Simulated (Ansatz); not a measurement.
# CH3BNO with multiplicity 2: shift of H6 from C3 to B1

Aim: the minimum-energy path and barrier of the shift of H6 from C3 to B1. The ends are relaxed first, then joined by a nudged elastic band. SMILES of the start: [B]1NCO1.

Program: Ansatz 0.2.0. Level of theory: UKS PBE/6-31G. These are calculated values, not measurements.

## (1) The starting structure

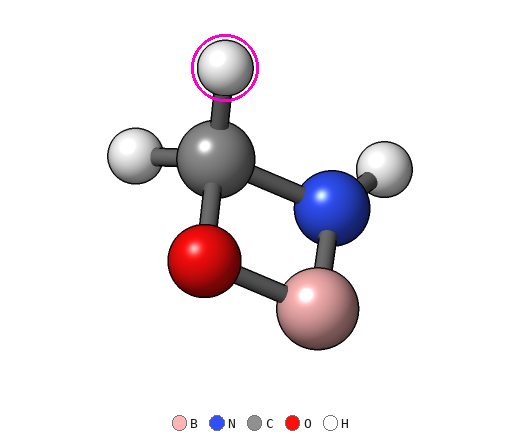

Start, viewed from a free direction; boron pink, nitrogen blue, carbon grey, oxygen red, hydrogen white. Ringed: H6.

As a file:

```xyz
7

B     0.7236   -1.2730    0.1220
N    -0.5372   -0.7128   -0.1614
C     0.0989    0.5608    0.0490
O     1.3410   -0.0338    0.3281
H    -1.4953   -0.8737   -0.4062
H     0.1487    1.2032   -0.8395
H    -0.2796    1.1292    0.9081
```

## (2) End point A

Contents of input.yaml:

```yaml
crystal:
  periodic: [false, false, false]
  atoms:
    - { symbol: B, position_ang: [0.72361, -1.27302, 0.12198] }
    - { symbol: "N", position_ang: [-0.53723, -0.71277, -0.16141] }
    - { symbol: C, position_ang: [0.09893, 0.5608, 0.04903] }
    - { symbol: O, position_ang: [1.34099, -0.03377, 0.32807] }
    - { symbol: H, position_ang: [-1.49535, -0.87371, -0.40624] }
    - { symbol: H, position_ang: [0.14867, 1.20322, -0.8395] }
    - { symbol: H, position_ang: [-0.27963, 1.12924, 0.90806] }
magnetization:
  spin_polarized: true
  initial_magnetization: 1
basis:
  gaussian: { orbitals: "6-31G" }
hamiltonian:
  xc: pbe
relax:
  f_tol: 0.02
  max_steps: 50
output:
  orbitals: {}
```

The run is started by

```
$ ansatz run input.yaml --threads 1 --pin off --max-ram 2048MiB --backend cpu --events-out ev --progress --plain --runs-dir out
```

The program printed, cut to the lines that bear on the results:

```text
Warning: RAYON_NUM_THREADS=1 ignored (pool sized by the plan → 1); use --threads N
[...]
Functional definition: PBE
[...]
611 factors; integrals over basis functions are off by at most 1.4e-4 eV
[...]
mean field -5289.33142495 eV, -194.3793446292 hartree, gradient 8.0e-5 eV, S^2 0.753910; 0 other end points of the search recorded, 0 dependent functions left out
[...]
reference -5289.33144764 eV, -194.3793454631 hartree; 15, 14 occupied and 27, 28 virtual orbitals, 611 factors
relax step   1: F+E_penalty+E_count = -5289.33142495 eV  Δ(F+E_penalty+E_count) = +0.000e0 eV  max|allowed force component| = 3.499e0 eV/Å  Δτ_max = 0.0000 Å  (26 SCF iters, accepted)
[...]
relax step   5: F+E_penalty+E_count = -5289.59797530 eV  Δ(F+E_penalty+E_count) = -1.510e-3 eV  max|allowed force component| = 9.245e-2 eV/Å  Δτ_max = 0.0066 Å  (26 SCF iters, accepted)
[...]
relax step   6: F+E_penalty+E_count = -5289.59808839 eV  Δ(F+E_penalty+E_count) = -1.131e-4 eV  max|allowed force component| = 4.099e-3 eV/Å  Δτ_max = 0.0016 Å  (21 SCF iters, accepted)
611 factors; integrals over basis functions are off by at most 1.4e-4 eV
[...]
mean field -5289.59808839 eV, -194.3891443300 hartree, gradient 5.0e-5 eV, S^2 0.754096; 1 other end points of the search recorded, 0 dependent functions left out
[...]
reference -5289.59811104 eV, -194.3891451622 hartree; 15, 14 occupied and 27, 28 virtual orbitals, 611 factors
Total energy: -5289.59811104 eV, -194.3891451622 hartree
Atom 0 at     0.710208    -1.315712     0.117582 Å, force    -0.000108    -0.004049    -0.000157 eV/Å
Atom 1 at    -0.555850    -0.711025    -0.167238 Å, force    -0.002866     0.002598    -0.000643 eV/Å
Atom 2 at     0.075728     0.608423     0.044889 Å, force     0.000207    -0.001761     0.000019 eV/Å
Atom 3 at     1.405336    -0.056207     0.342744 Å, force     0.000589     0.002353     0.000195 eV/Å
Atom 4 at    -1.510421    -0.939201    -0.411570 Å, force     0.004099     0.001860     0.001091 eV/Å
Atom 5 at     0.155217     1.245155    -0.849665 Å, force    -0.001011    -0.000522    -0.000015 eV/Å
Atom 6 at    -0.280229     1.168557     0.923248 Å, force    -0.000910    -0.000480    -0.000490 eV/Å
Dipole moment:    -0.648212     0.210292    -0.150134 e Å
```

Run time: 11 s. Hardware: 1 thread of Intel Xeon Platinum 8488C (Sapphire Rapids), shared host; peak memory 0.19 GiB.

Relaxation path:

```csv
step,energy from step 1 (eV),largest force component (eV/Å)
1,0.0000,3.4987
2,-0.1911,1.6624
3,-0.2623,0.3362
4,-0.2650,0.1973
5,-0.2665,0.0925
6,-0.2667,0.0041
```

Step 1 is the start.

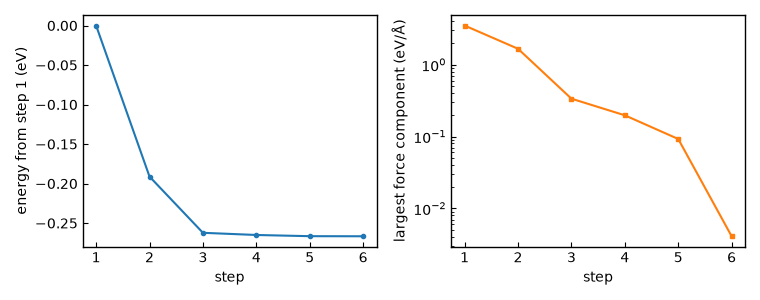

How energy and force went from step to step.

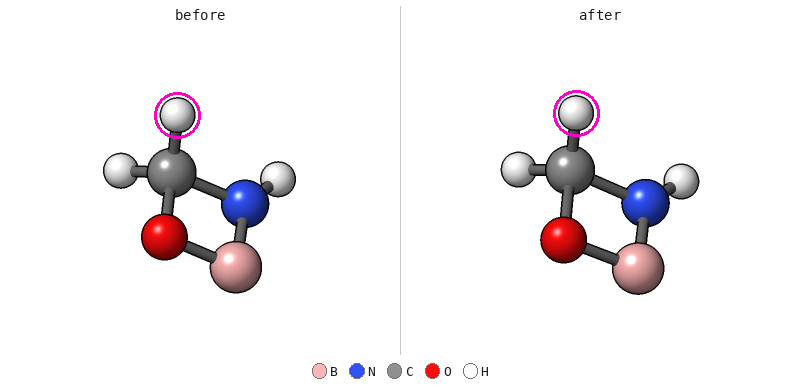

Before and after, at one scale.

After: Bond lengths: B1–N2 1.432 Å, N2–C3 1.478 Å, B1–O4 1.456 Å, C3–O4 1.516 Å, N2–H5 1.011 Å, C3–H6 1.101 Å, C3–H7 1.101 Å. Angles: B1–N2–C3 88.3°, B1–N2–H5 141.9°, C3–N2–H5 129.7°, N2–B1–O4 95.0°, N2–C3–O4 90.7°, N2–C3–H6 115.5°, N2–C3–H7 115.5°, O4–C3–H6 110.5°, O4–C3–H7 110.5°, H6–C3–H7 112.2°, B1–O4–C3 86.0°.

## (3) Relaxing end B

The second end starts from a geometry with the move made by hand.

Edit input.yaml of step 2 so:

```diff
@@ -8,3 +8,3 @@
     - { symbol: H, position_ang: [-1.49535, -0.87371, -0.40624] }
-    - { symbol: H, position_ang: [0.14867, 1.20322, -0.8395] }
+    - { symbol: H, position_ang: [1.20403, -2.29974, -0.16775] }
     - { symbol: H, position_ang: [-0.27963, 1.12924, 0.90806] }
@@ -20,3 +20 @@
   max_steps: 50
-output:
-  orbitals: {}
```

The run is started by

```
$ ansatz run input.yaml --threads 1 --pin off --max-ram 2048MiB --backend cpu --events-out ev --progress --plain --runs-dir out
```

The program printed, cut to the lines that bear on the results:

```text
Warning: RAYON_NUM_THREADS=1 ignored (pool sized by the plan → 1); use --threads N
[...]
[... 1 set-up line as earlier in the session ...]
[...]
611 factors; integrals over basis functions are off by at most 1.9e-4 eV
[...]
mean field -5289.59598093 eV, -194.3890668824 hartree, gradient 3.8e-5 eV, S^2 0.753570; 0 other end points of the search recorded, 0 dependent functions left out
[...]
reference -5289.59600204 eV, -194.3890676581 hartree; 15, 14 occupied and 27, 28 virtual orbitals, 611 factors
relax step   1: F+E_penalty+E_count = -5289.59598093 eV  Δ(F+E_penalty+E_count) = +0.000e0 eV  max|allowed force component| = 2.691e0 eV/Å  Δτ_max = 0.0000 Å  (26 SCF iters, accepted)
[...]
relax step   7: F+E_penalty+E_count = -5290.09345546 eV  Δ(F+E_penalty+E_count) = -5.129e-4 eV  max|allowed force component| = 4.019e-2 eV/Å  Δτ_max = 0.0074 Å  (24 SCF iters, accepted)
[...]
mean field -5290.09348511 eV, -194.4073498236 hartree, gradient 2.9e-5 eV, S^2 0.755249; 1 other end points of the search recorded, 0 dependent functions left out
[...]
reference -5290.09350694 eV, -194.4073506257 hartree; 15, 14 occupied and 27, 28 virtual orbitals, 611 factors
Total energy: -5290.09350694 eV, -194.4073506257 hartree
Atom 0 at     0.754926    -1.334394    -0.013193 Å, force     0.002657    -0.005127    -0.000967 eV/Å
Atom 1 at    -0.553821    -0.701693    -0.129790 Å, force     0.006283    -0.001499     0.001676 eV/Å
Atom 2 at     0.056970     0.523058     0.210591 Å, force    -0.006754     0.004107    -0.001513 eV/Å
Atom 3 at     1.365514    -0.043894     0.396871 Å, force    -0.006863    -0.001998    -0.001332 eV/Å
Atom 4 at    -1.507271    -0.900675    -0.406202 Å, force     0.004252     0.003484     0.001064 eV/Å
Atom 5 at     1.255654    -2.393845    -0.203224 Å, force    -0.000806    -0.000195    -0.000025 eV/Å
Atom 6 at    -0.316622     1.348474     0.816687 Å, force     0.001232     0.001228     0.001098 eV/Å
Dipole moment:    -0.617698    -0.032960    -0.051179 e Å
```

It took 17 s on 1 thread of Intel Xeon Platinum 8488C (Sapphire Rapids), shared host; peak memory 0.19 GiB.

The steps of the relaxation:

```csv
step,energy from step 1 (eV),largest force component (eV/Å)
1,0.0000,2.6908
2,-0.3926,1.4440
3,-0.4705,0.6087
4x,-0.4569,0.6855
5,-0.4933,0.2059
6,-0.4970,0.1329
7,-0.4975,0.0402
8,-0.4975,0.0069
```

Step 1 is the start. 1 step was tried and not accepted (marked x).

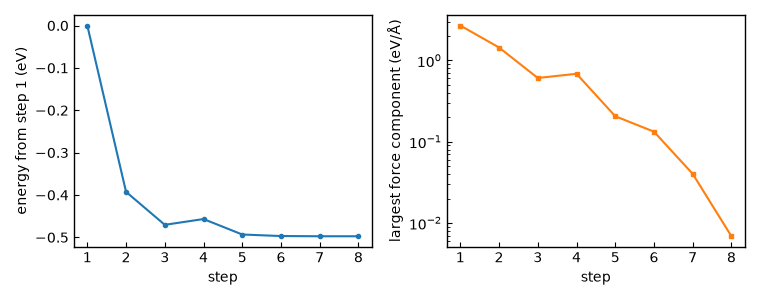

How energy and force went from step to step.

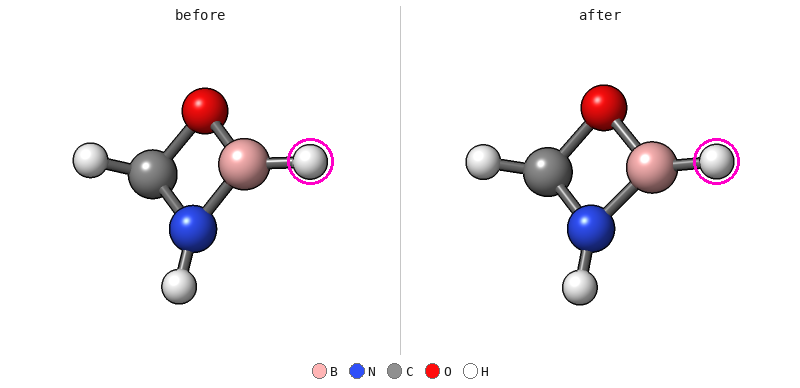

The structure before (left) and after (right), drawn at the same scale.

After: Bond lengths: B1–N2 1.458 Å, N2–C3 1.410 Å, B1–O4 1.485 Å, C3–O4 1.438 Å, N2–H5 1.012 Å, B1–H6 1.187 Å, C3–H7 1.090 Å. Angles: B1–N2–C3 88.2°, B1–N2–H5 141.4°, C3–N2–H5 130.1°, N2–B1–O4 90.8°, N2–B1–H6 138.8°, O4–B1–H6 130.3°, N2–C3–O4 94.8°, N2–C3–H7 130.0°, O4–C3–H7 122.6°, B1–O4–C3 86.1°.

## (4) The band

crystal.atoms is end A as relaxed above, and neb.final_atoms is end B, turned to lie on A. With 7 inner images the band has 9 in all. The start path is listed, through a guess of the saddle.

Contents of input.yaml:

```yaml
crystal:
  periodic: [false, false, false]
  atoms:
    - { symbol: B, position_ang: [0.710208, -1.315712, 0.117582] }
    - { symbol: "N", position_ang: [-0.55585, -0.711025, -0.167238] }
    - { symbol: C, position_ang: [0.075728, 0.608423, 0.044889] }
    - { symbol: O, position_ang: [1.405336, -0.056207, 0.342744] }
    - { symbol: H, position_ang: [-1.510421, -0.939201, -0.41157] }
    - { symbol: H, position_ang: [0.155217, 1.245155, -0.849665] }
    - { symbol: H, position_ang: [-0.280229, 1.168557, 0.923248] }
magnetization:
  spin_polarized: true
  initial_magnetization: 1
basis:
  gaussian: { orbitals: "6-31G" }
hamiltonian:
  xc: pbe
neb:
  order_check: false
  images: 7
  f_tol: 0.05
  max_iterations: 60
  final_atoms:
    - { symbol: B, position_ang: [0.66079288, -0.27337199, -0.74903502] }
    - { symbol: "N", position_ang: [-0.67104057, -0.33554818, -0.15820688] }
    - { symbol: C, position_ang: [-0.25270635, 0.63258819, 0.77808812] }
    - { symbol: O, position_ang: [1.09502181, 0.70456668, 0.28122787] }
    - { symbol: H, position_ang: [-1.58228008, -0.75246781, -0.30272304] }
    - { symbol: H, position_ang: [1.24455829, -0.71122539, -1.68539985] }
    - { symbol: H, position_ang: [-0.49435698, 0.73544849, 1.8360388] }
  initial_path:
    images:
      - { positions_ang: [[0.710208, -1.315712, 0.117582], [-0.55585, -0.711025, -0.167238], [0.075728, 0.608423, 0.044889], [1.405336, -0.056207, 0.342744], [-1.510421, -0.939201, -0.41157], [0.155217, 1.245155, -0.849665], [-0.280229, 1.168557, 0.923248]] }
      - { positions_ang: [[0.72400298, -1.22778829, 0.03995586], [-0.56067611, -0.66625546, -0.17690836], [0.04138521, 0.63932078, 0.09666227], [1.36990569, 0.02418183, 0.32057549], [-1.51605504, -0.89473569, -0.40613985], [0.2487731, 0.99238176, -0.88096403], [-0.30734683, 1.13288507, 1.00680861]] }
      - { positions_ang: [[0.73779795, -1.13986457, -0.03767028], [-0.56550223, -0.62148593, -0.18657872], [0.00704243, 0.67021857, 0.14843555], [1.33447538, 0.10457065, 0.29840698], [-1.52168908, -0.85027037, -0.4007097], [0.34232921, 0.73960852, -0.91226305], [-0.33446466, 1.09721313, 1.09036922]] }
      - { positions_ang: [[0.75159293, -1.05194086, -0.11529642], [-0.57032834, -0.57671639, -0.19624908], [-0.02730036, 0.70111635, 0.20020882], [1.29904507, 0.18495948, 0.27623848], [-1.52732312, -0.80580506, -0.39527955], [0.43588531, 0.48683528, -0.94356208], [-0.36158248, 1.0615412, 1.17392983]] }
      - { positions_ang: [[0.7653879, -0.96401714, -0.19292256], [-0.57515446, -0.53194686, -0.20591944], [-0.06164314, 0.73201414, 0.2519821], [1.26361475, 0.2653483, 0.25406997], [-1.53295716, -0.76133975, -0.3898494], [0.52944141, 0.23406204, -0.9748611], [-0.38870031, 1.02586926, 1.25749044]] }
      - { positions_ang: [[0.73923915, -0.79135585, -0.33195068], [-0.59912599, -0.48284719, -0.1939913], [-0.10940894, 0.70715765, 0.3835086], [1.22146652, 0.3751529, 0.26085944], [-1.54528789, -0.75912176, -0.36806781], [0.70822063, -0.00225982, -1.15249579], [-0.41511448, 0.95326407, 1.40212753]] }
      - { positions_ang: [[0.71309039, -0.61869456, -0.47097879], [-0.62309751, -0.43374752, -0.18206316], [-0.15717475, 0.68230117, 0.51503511], [1.17931828, 0.48495749, 0.26764892], [-1.55761862, -0.75690378, -0.34628622], [0.88699985, -0.23858167, -1.33013047], [-0.44152865, 0.88065888, 1.54676462]] }
      - { positions_ang: [[0.68694164, -0.44603328, -0.61000691], [-0.64706904, -0.38464785, -0.17013502], [-0.20494055, 0.65744468, 0.64656161], [1.13717005, 0.59476209, 0.2744384], [-1.56994935, -0.75468579, -0.32450463], [1.06577907, -0.47490353, -1.50776516], [-0.46794281, 0.80805368, 1.69140171]] }
      - { positions_ang: [[0.66079288, -0.27337199, -0.74903502], [-0.67104057, -0.33554818, -0.15820688], [-0.25270635, 0.63258819, 0.77808812], [1.09502181, 0.70456668, 0.28122787], [-1.58228008, -0.75246781, -0.30272304], [1.24455829, -0.71122539, -1.68539985], [-0.49435698, 0.73544849, 1.8360388]] }
```

The run is started by

```
$ ansatz run input.yaml --threads 1 --pin off --max-ram 2048MiB --backend cpu --events-out ev --progress --plain --runs-dir out
```

The program printed, cut to the lines that bear on the results:

```text
Warning: RAYON_NUM_THREADS=1 ignored (pool sized by the plan → 1); use --threads N
[...]
[... 1 set-up line as earlier in the session ...]
[...]
609 factors; integrals over basis functions are off by at most 1.4e-4 eV
[...]
mean field -5289.59808640 eV, -194.3891442568 hartree, gradient 3.4e-5 eV, S^2 0.754096; 0 other end points of the search recorded, 0 dependent functions left out
[...]
reference -5289.59810914 eV, -194.3891450926 hartree; 15, 14 occupied and 27, 28 virtual orbitals, 609 factors
609 factors; integrals over basis functions are off by at most 1.9e-4 eV
[...]
mean field -5290.09348561 eV, -194.4073498421 hartree, gradient 5.7e-5 eV, S^2 0.755249; 0 other end points of the search recorded, 0 dependent functions left out
[...]
reference -5290.09350727 eV, -194.4073506380 hartree; 15, 14 occupied and 27, 28 virtual orbitals, 609 factors
[...]
NEB iter  25: max|band force component| = 3.483e-2 eV/Å  barrier→ = 3.3793 eV  barrier← = 3.8747 eV  CI = image 2  Δτ_max = 0.0000 Å  (351 SCF iters)
Total energy: -5286.21881327 eV, -194.2649582597 hartree
Atom 0 at     0.742301    -0.697088    -0.581249 Å, force     0.006620     0.014765     0.003067 eV/Å
Atom 1 at    -0.637333    -0.862191     0.159319 Å, force     0.009399     0.019058    -0.003365 eV/Å
Atom 2 at     0.021348     0.416838     0.366232 Å, force    -0.035164     0.000880    -0.008409 eV/Å
Atom 3 at     1.368674    -0.109260     0.670293 Å, force     0.021360    -0.030924     0.010159 eV/Å
Atom 4 at    -1.518723    -0.829174    -0.383054 Å, force     0.007675    -0.002862     0.006224 eV/Å
Atom 5 at     0.372002     0.722383    -1.001404 Å, force    -0.011735    -0.004473    -0.002821 eV/Å
Atom 6 at    -0.348280     1.358482     0.769853 Å, force     0.001845     0.003555    -0.004856 eV/Å
Dipole moment:    -0.517280     0.368712    -0.345967 e Å
this run last wrote the band of iteration 25 to <dir>
```

Run time: 4.7 min. Hardware: 1 thread of Intel Xeon Platinum 8488C (Sapphire Rapids), shared host; peak memory 0.14 GiB.

## (5) Images and barrier

Images 0 and 8 are the ends. Energies count from image 0; the path length is the program's own measure over all atoms.

| image | path (Å) | energy (eV) | H6–C3 (Å) | H6–B1 (Å) | band force (eV/Å) |
| --- | --- | --- | --- | --- | --- |
| 0 | 0.000 | 0.0000 | 1.10 | 2.79 | - |
| 1 | 0.677 | 0.9773 | 1.12 | 2.19 | 0.019 |
| 2* | 1.353 | 3.3793 | 1.44 | 1.53 | 0.035 |
| 3 | 1.911 | 1.6692 | 2.05 | 1.22 | 0.021 |
| 4 | 2.469 | 0.7749 | 2.66 | 1.18 | 0.002 |
| 5 | 3.028 | 0.1035 | 3.00 | 1.18 | 0.003 |
| 6 | 3.586 | -0.3565 | 3.15 | 1.18 | 0.001 |
| 7 | 4.145 | -0.4933 | 3.18 | 1.19 | 0.000 |
| 8 | 4.703 | -0.4954 | 3.18 | 1.19 | - |

The star marks the climbing image.

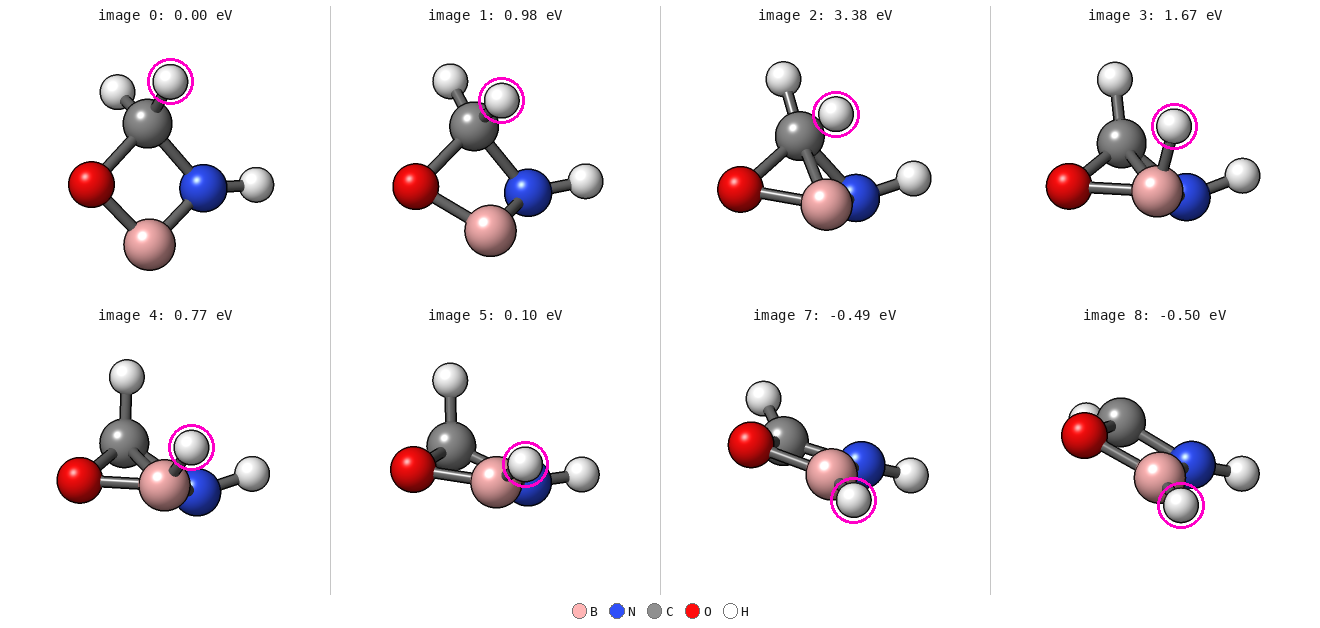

The images of the last band, seen from a free direction. Ringed: H6. Sticks join atoms closer than a bonding distance in each image.

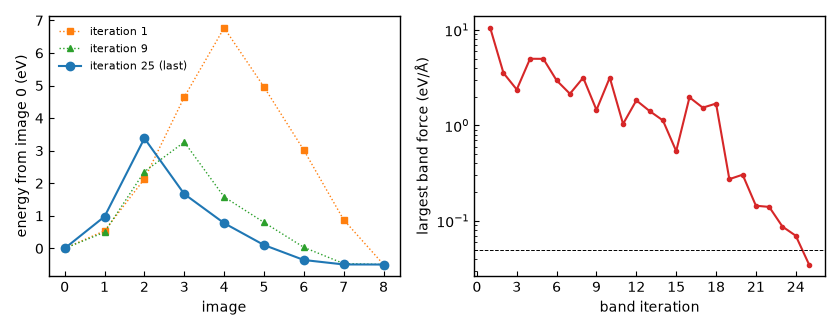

Left: energy of each image for early iterations and the last one (lines only join the points; early values far above the last band run off the scale). Right: the largest band force by iteration, with the threshold dashed.

The top of the band by iteration:

```csv
iteration,highest image above image 0 (eV),largest band force (eV/Å)
1,6.7705,10.495
3,5.7272,2.370
5,5.0064,4.970
7,4.0455,2.141
9,3.2647,1.449
11,2.8780,1.034
13,2.9193,1.411
15,2.7787,0.537
17,3.2832,1.531
19,3.3880,0.273
21,3.3828,0.144
23,3.3808,0.087
25,3.3793,0.035
```

The band as a trajectory file:

```xyz
7
image=0 dE=0.0000
B     0.710   -1.316    0.118
N    -0.556   -0.711   -0.167
C     0.076    0.608    0.045
O     1.405   -0.056    0.343
H    -1.510   -0.939   -0.412
H     0.155    1.245   -0.850
H    -0.280    1.169    0.923
7
image=1 dE=0.9773
B     0.777   -1.110   -0.301
N    -0.602   -0.777    0.035
C     0.044    0.569    0.177
O     1.387   -0.076    0.510
H    -1.507   -0.878   -0.421
H     0.246    0.942   -0.857
H    -0.346    1.331    0.857
7
image=2 dE=3.3793
B     0.742   -0.697   -0.581
N    -0.637   -0.862    0.159
C     0.021    0.417    0.366
O     1.369   -0.109    0.670
H    -1.519   -0.829   -0.383
H     0.372    0.722   -1.001
H    -0.348    1.358    0.770
7
image=3 dE=1.6692
B     0.687   -0.487   -0.626
N    -0.638   -0.850    0.140
C    -0.025    0.312    0.655
O     1.335   -0.059    0.719
H    -1.543   -0.782   -0.348
H     0.548    0.522   -1.298
H    -0.365    1.343    0.758
7
image=4 dE=0.7749
B     0.632   -0.387   -0.541
N    -0.635   -0.771    0.093
C    -0.117    0.324    0.926
O     1.318    0.036    0.681
H    -1.568   -0.754   -0.324
H     0.773    0.179   -1.572
H    -0.404    1.374    0.736
7
image=5 dE=0.1035
B     0.643   -0.340   -0.617
N    -0.629   -0.608    0.003
C    -0.144    0.279    1.045
O     1.266    0.198    0.580
H    -1.586   -0.765   -0.293
H     0.944   -0.087   -1.731
H    -0.495    1.325    1.012
7
image=6 dE=-0.3565
B     0.647   -0.289   -0.703
N    -0.645   -0.461   -0.077
C    -0.142    0.288    1.029
O     1.210    0.372    0.479
H    -1.585   -0.781   -0.273
H     1.098   -0.372   -1.794
H    -0.583    1.242    1.339
7
image=7 dE=-0.4933
B     0.641   -0.226   -0.788
N    -0.669   -0.340   -0.152
C    -0.145    0.357    0.953
O     1.147    0.568    0.365
H    -1.573   -0.777   -0.278
H     1.208   -0.638   -1.746
H    -0.611    1.056    1.646
7
image=8 dE=-0.4954
B     0.661   -0.273   -0.749
N    -0.671   -0.336   -0.158
C    -0.253    0.633    0.778
O     1.095    0.705    0.281
H    -1.582   -0.752   -0.303
H     1.245   -0.711   -1.685
H    -0.494    0.735    1.836
```

[end of part 1 of 2]
